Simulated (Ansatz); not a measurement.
```yaml
atoms:
  - { symbol: Ge, position_ang: [-0.4824, 0.2344, -0.2838] }
  - { symbol: H, position_ang: [0.2134, -0.8105, 2.1697] }
  - { symbol: H, position_ang: [0.6515, 1.0409, 0.3449] }
  - { symbol: F, position_ang: [-0.7362, 0.8803, -1.8735] }
  - { symbol: H, position_ang: [-0.2997, -1.2739, -0.4404] }
  - { symbol: Br, position_ang: [-2.4819, 0.6410, 0.9227] }
  - { symbol: H, position_ang: [-0.4474, -0.5947, 2.3121] }
```

Not at a stationary point (largest force 1.5 eV/Å).

These are results of RKS PBE0/def2-mTZVP (Ansatz), not measurements.

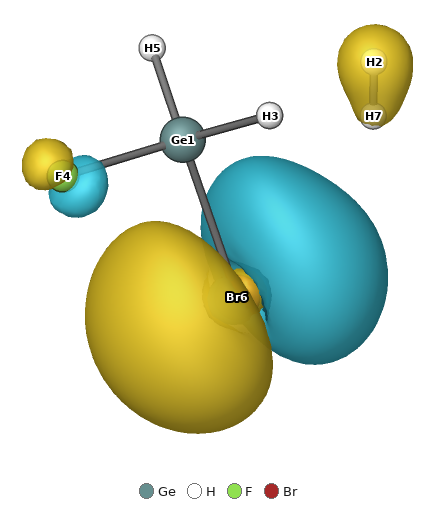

BrFGeH₂···H₂. The HOMO−1 at ±0.1 Å⁻³ᐟ² (yellow and cyan are the two phases), seen at a tilt.

Where does this orbital lie, and at what energy?

By Hirshfeld shares it lies mainly on Br6 (about 90 %); largely a lone pair of Br6. Its energy is −8.64 eV.
